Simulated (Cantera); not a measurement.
Feed: 1 mol BCl3, 0.32 mol NH3, held at 19.0 mbar.

Method: chemical equilibrium by Gibbs-energy minimisation in Cantera with the NASA 1993 tables (ideal gas, pure condensed phases). Candidate condensed phases: B, BN, NH4Cl; 21 gas species. The tables' values for BCl2, BCl are old estimates; treat these amounts as uncertain. Gases not in the tables: BHCl2. The numbers say what is thermodynamically allowed, not how fast it happens.

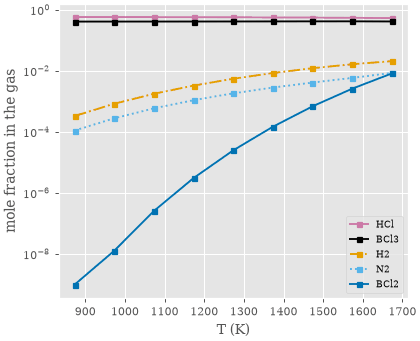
Figure: Equilibrium gas composition (values under 1e-9 drawn at 1e-9)

From 873 K to 1673 K the condensed part is BN(s). The main B-bearing gas is BCl3 throughout. The share of B in condensed phases is highest at 873 K (32.0 %) and lowest at 1673 K (29.1 %).
